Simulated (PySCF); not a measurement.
```xyz
15

C     0.4176    0.7646   -0.7459
N     1.1870   -0.1642   -0.0549
Si    2.5807    0.1919    0.9302
C    -0.9401    0.3928   -1.2201
Si   -2.1767    0.1363    0.2087
H     0.6532    1.8154   -0.5528
H     0.9541   -1.1361   -0.2295
H     3.0769   -1.1207    1.4347
H     2.2174    1.0882    2.0715
H     3.6637    0.8773    0.1557
H    -1.3410    1.1759   -1.8830
H    -0.9187   -0.5374   -1.8209
H    -1.7059   -0.9713    1.0973
H    -3.5420   -0.2200   -0.2955
H    -2.2743    1.3877    1.0209
```

Geometry: PBE0-D3(BJ)/def2-SVP.

The calculation used PySCF, UKS B3LYP, IGLO-III on C N Si, pcH-1 on H, non-relativistic, mean-field spin-orbit, GIAO.

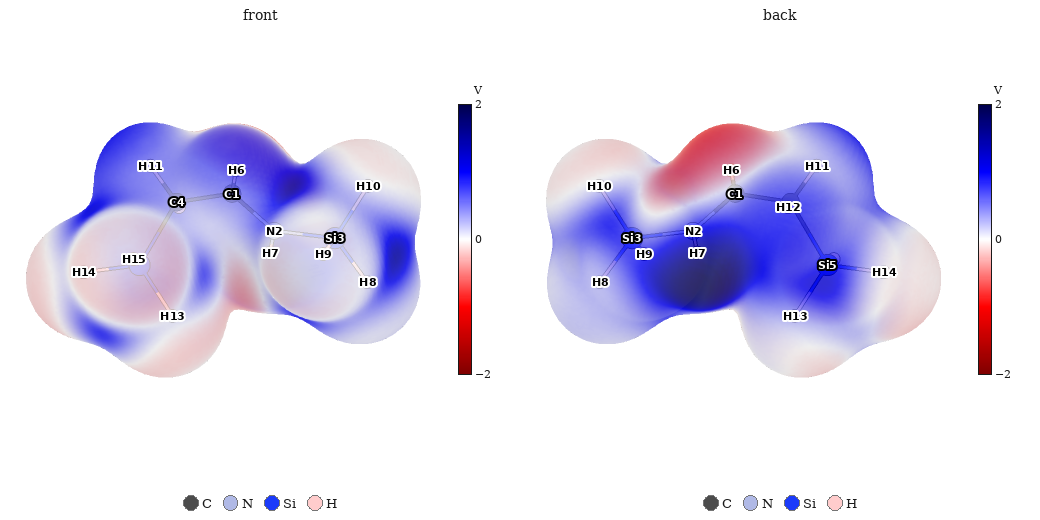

C$_{2}$H$_{10}$NSi$_{2}$ (SMILES [SiH3]C[CH]N[SiH3]) (doublet). The molecular electrostatic potential painted on the density surface at 0.002 e/bohr³, seen from the front and from behind; red is negative and blue positive.

**Where is the surface potential most negative and most positive?**

The most negative region (about −0.7 V, or −16 kcal/mol for a unit charge) lies over C1, the most positive (about +1.9 V, or +44 kcal/mol for a unit charge) over H7.
